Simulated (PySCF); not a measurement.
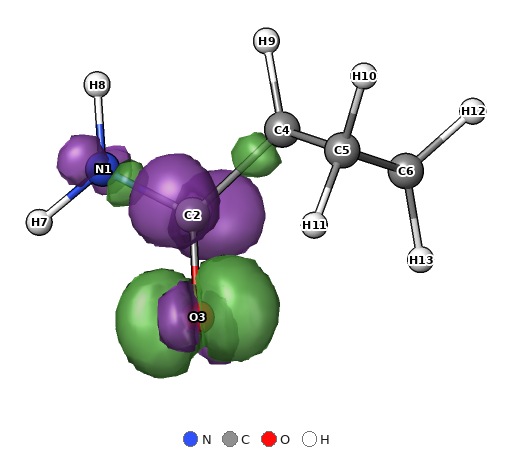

Figure 1: C4H7NO, SMILES `NC(=O)C1CC1`. Unrelaxed difference density of S₁ less the ground state (TDA singlet states), ±0.1 e/Å³; purple: gain, green: loss.

Method: BHandHLYP/def2-SVP; geometry: GFN2-xTB; program: PySCF. No frequency check shows the geometry to be a minimum. Without diffuse functions Rydberg states are missing, so the states' numbers hold for this basis only.

Geometry (Å), atoms numbered from 1:

```
N1      -1.9220    0.6704    0.0009
C2      -0.8180   -0.1210   -0.0006
O3      -0.8992   -1.3301   -0.0005
C4       0.4753    0.6202   -0.0009
C5       1.6286   -0.0062    0.7438
C6       1.6293   -0.0053   -0.7429
H7      -2.8270    0.2310    0.0002
H8      -1.8738    1.6724   -0.0005
H9       0.3966    1.6998   -0.0004
H10      2.3040    0.6492    1.2722
H11      1.4247   -0.9412    1.2423
H12      2.3053    0.6506   -1.2699
H13      1.4259   -0.9398   -1.2426
```

### How does the charge move on excitation?

0.78 e is displaced in all, of which about 0.5 e passes between atoms: O3 (0.45 e) loses electrons and C2 (0.31 e) and N1 (0.08 e) gain them. The state: 6.31 eV (197 nm), f = 0.001 (very weak); the leading pair carries 100 %; hole on O3 (71 %), C2 (10 %) and C4 (7 %), electron on C2 (41 %), O3 (26 %) and N1 (14 %); their centroids lie 0.7 Å apart.
